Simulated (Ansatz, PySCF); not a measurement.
Potential energy curve for NaCl, singlet.

- RKS-PBE = restricted PBE/aug-cc-pVTZ (Ansatz, a first-principles code)
- RCCSD = CCSD on RHF/aug-cc-pVTZ, frozen core in Ansatz
- RCCSD(T) = CCSD(T) on RHF/aug-cc-pVTZ, frozen core (Ansatz)
- UKS-PBE = Ansatz with unrestricted PBE/aug-cc-pVTZ
- UMP2/6-31G* = unrestricted MP2 (frozen core)/6-31G*, spherical d run with PySCF

Energies are in kJ/mol, each relative to the lowest point of its own curve near equilibrium.

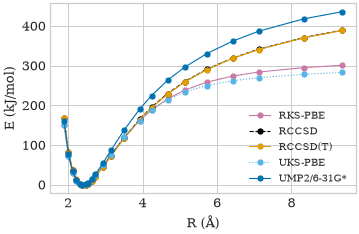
*Energy against bond length for each method.*

```json
[
 {"R / Å": "1.89", "RKS-PBE": "150.3", "RCCSD": "168.5", "RCCSD(T)": "169.3", "UKS-PBE": "150.3", "UMP2/6-31G*": "159.3"},
 {"R / Å": "2.01", "RKS-PBE": "71.4", "RCCSD": "82.4", "RCCSD(T)": "83.0", "UKS-PBE": "71.4", "UMP2/6-31G*": "77.2"},
 {"R / Å": "2.12", "RKS-PBE": "30.1", "RCCSD": "36.3", "RCCSD(T)": "36.8", "UKS-PBE": "30.1", "UMP2/6-31G*": "33.7"},
 {"R / Å": "2.22", "RKS-PBE": "10.0", "RCCSD": "13.0", "RCCSD(T)": "13.3", "UKS-PBE": "10.0", "UMP2/6-31G*": "11.7"},
 {"R / Å": "2.31", "RKS-PBE": "1.7", "RCCSD": "2.6", "RCCSD(T)": "2.7", "UKS-PBE": "1.7", "UMP2/6-31G*": "2.1"},
 {"R / Å": "2.36", "RKS-PBE": "0.0", "RCCSD": "0.0", "RCCSD(T)": "0.0", "UKS-PBE": "0.0", "UMP2/6-31G*": "0.0"},
 {"R / Å": "2.47", "RKS-PBE": "1.8", "RCCSD": "0.3", "RCCSD(T)": "0.1", "UKS-PBE": "1.8", "UMP2/6-31G*": "1.5"},
 {"R / Å": "2.53", "RKS-PBE": "5.1", "RCCSD": "3.0", "RCCSD(T)": "2.7", "UKS-PBE": "5.1", "UMP2/6-31G*": "5.0"},
 {"R / Å": "2.63", "RKS-PBE": "13.2", "RCCSD": "10.5", "RCCSD(T)": "9.9", "UKS-PBE": "13.2", "UMP2/6-31G*": "14.1"},
 {"R / Å": "2.73", "RKS-PBE": "23.5", "RCCSD": "20.4", "RCCSD(T)": "19.7", "UKS-PBE": "23.5", "UMP2/6-31G*": "25.8"},
 {"R / Å": "2.94", "RKS-PBE": "48.9", "RCCSD": "45.7", "RCCSD(T)": "44.7", "UKS-PBE": "48.9", "UMP2/6-31G*": "55.2"},
 {"R / Å": "3.15", "RKS-PBE": "75.8", "RCCSD": "73.2", "RCCSD(T)": "71.9", "UKS-PBE": "75.8", "UMP2/6-31G*": "86.6"},
 {"R / Å": "3.51", "RKS-PBE": "119.6", "RCCSD": "119.0", "RCCSD(T)": "117.4", "UKS-PBE": "119.6", "UMP2/6-31G*": "138.5"},
 {"R / Å": "3.92", "RKS-PBE": "161.6", "RCCSD": "164.8", "RCCSD(T)": "163.1", "UKS-PBE": "161.6", "UMP2/6-31G*": "190.1"},
 {"R / Å": "4.24", "RKS-PBE": "188.2", "RCCSD": "195.3", "RCCSD(T)": "193.6", "UKS-PBE": "188.1", "UMP2/6-31G*": "224.5"},
 {"R / Å": "4.67", "RKS-PBE": "216.2", "RCCSD": "229.7", "RCCSD(T)": "228.2", "UKS-PBE": "214.4", "UMP2/6-31G*": "263.0"},
 {"R / Å": "5.13", "RKS-PBE": "238.3", "RCCSD": "259.8", "RCCSD(T)": "258.5", "UKS-PBE": "233.5", "UMP2/6-31G*": "296.1"},
 {"R / Å": "5.73", "RKS-PBE": "258.4", "RCCSD": "291.1", "RCCSD(T)": "290.0", "UKS-PBE": "249.9", "UMP2/6-31G*": "330.5"},
 {"R / Å": "6.42", "RKS-PBE": "273.7", "RCCSD": "319.1", "RCCSD(T)": "318.2", "UKS-PBE": "261.9", "UMP2/6-31G*": "361.7"},
 {"R / Å": "7.12", "RKS-PBE": "283.9", "RCCSD": "341.4", "RCCSD(T)": "340.6", "UKS-PBE": "269.7", "UMP2/6-31G*": "386.7"},
 {"R / Å": "8.33", "RKS-PBE": "294.9", "RCCSD": "370.6", "RCCSD(T)": "369.9", "UKS-PBE": "278.1", "UMP2/6-31G*": "417.8"},
 {"R / Å": "9.36", "RKS-PBE": "300.9", "RCCSD": "389.3", "RCCSD(T)": "388.5", "UKS-PBE": "282.7", "UMP2/6-31G*": "435.8"}
]
```

At the longest distance, 9.36 Å, UMP2/6-31G* lies highest above its minimum (435.8 kJ/mol) and UKS-PBE lowest (282.7 kJ/mol).

The restricted form behind RKS-PBE keeps the bonding electrons paired and can't separate into open-shell fragments. The unrestricted determinant behind UKS-PBE is spin-contaminated at 4.24 to 9.36 Å (<S²> up to 0.5, against 0.00 for a pure singlet).
